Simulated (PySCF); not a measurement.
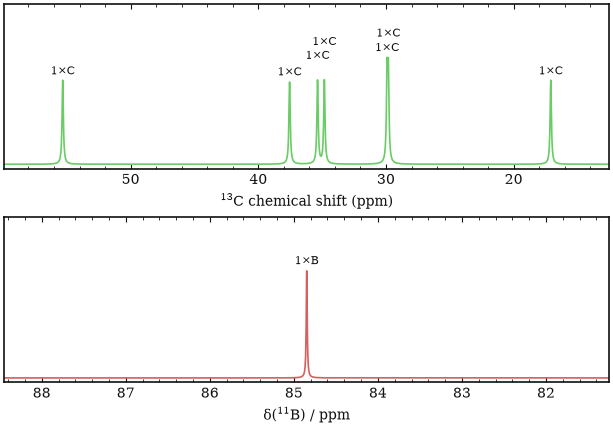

GIAO shifts, KT2/pcSseg-1 with PySCF 2.14.0, at a PBE0-D3(BJ)/def2-SVP geometry (no frequency check), against TMS for ¹³C and BF₃.OEt₂ for ¹¹B computed at the same level. Gas phase, fully decoupled, line heights follow the number of nuclei, widths are arbitrary (no quadrupolar broadening); values of one conformer, averaged over methyl-type rotors and exact or near symmetry; other conformers aren't averaged in.

Question: Which molecule was computed?
A. C₇H₁₅B, SMILES CCC[C@@H]1BCCC1
B. C₇H₁₃B, SMILES C=C(C)[C@@H]1BCCC1

Answer: Option A. Its ¹³C signals: 55.3 (1 C), 37.5 (1 C), 35.4 (1 C), 34.8 (1 C), 29.9 (1 C), 29.8 (1 C), 17.1 (1 C) ppm. Its ¹¹B signals: 84.8 (1 B) ppm.
